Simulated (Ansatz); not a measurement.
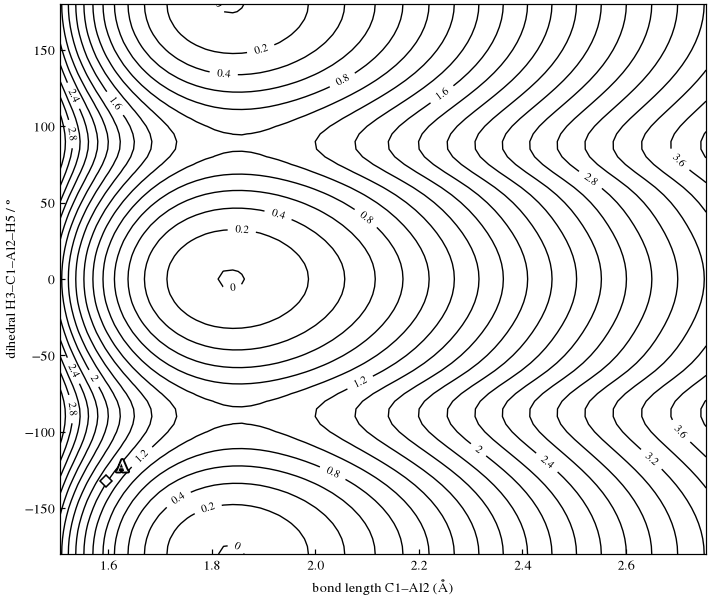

CH₄Al, SMILES [CH2-][AlH2], charge −1. 
- The first coordinate is: bond length C1–Al2; the second: dihedral H3–C1–Al2–H5.
- Nothing is relaxed (all other coordinates rigid).
- Grid: 15 × 15 points; 120 points were computed and 105 follow by symmetry.
- Points are written as (first, second).
- Energies: eV, counted from the lowest grid point.
- The reference is spin-restricted, which grows unreliable where a bond is stretched far.
- Theory: RKS PBE0-D4/def2-TZVPD (Ansatz 0.2.0).

Drawn: contour lines labelled in eV, the point A. Between grid points the surface is interpolated.

### Which way does the force act at A, and how strong is it?

A, at (1.595 Å, −132°), is not a stationary point. The computed force is 9.6 eV for each Å towards larger values of bond length C1–Al2 and 0.018 eV for each degree towards smaller values of dihedral H3–C1–Al2–H5.
